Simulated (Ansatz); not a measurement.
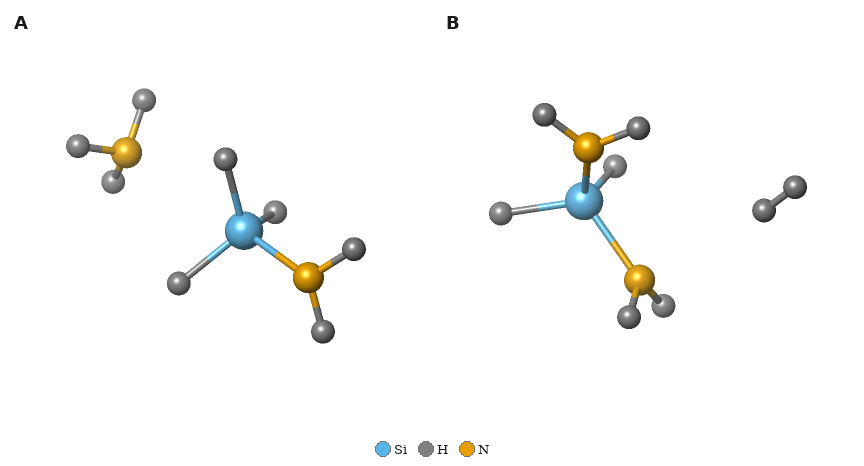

2 stationary structures of one formula. Geometries: PBE0-D4/def2-TZVP. Electronic energies: CCSD(T)/CBS (MP2 limit from def2-TZVPP and def2-QZVPP plus CCSD(T) − MP2) (Ansatz 0.2.0), without zero-point energy. Each is one conformer, not always the lowest.

Which is lowest in energy, and by how much?

Answer. B is lowest (a minimum); A lies 9.1 kcal/mol above it (a minimum).

Give E(B) − E(A) in kcal/mol at these levels too: BLYP-D4/def2-TZVPP; PBE-D4/STO-3G; direct RPA on PBE orbitals (frozen core)/def2-TZVPP; CCSD(T)/CBS (MP2 limit from def2-TZVPP and def2-QZVPP plus CCSD(T) − MP2); PBE0-D4/def2-TZVP; B2PLYP (frozen core)/def2-TZVPP; B3LYP-D4/6-31G; B97M-V/def2-TZVPP.

```csv
level,E(B) − E(A) (kcal/mol)
BLYP-D4/def2-TZVPP,−8.7
PBE-D4/STO-3G,−7.8
direct RPA on PBE orbitals (frozen core)/def2-TZVPP,−7.1
CCSD(T)/CBS (MP2 limit from def2-TZVPP and def2-QZVPP plus CCSD(T) − MP2),−9.1
PBE0-D4/def2-TZVP,−7.8
B2PLYP (frozen core)/def2-TZVPP,−8.5
B3LYP-D4/6-31G,−6.7
B97M-V/def2-TZVPP,−7.9
```
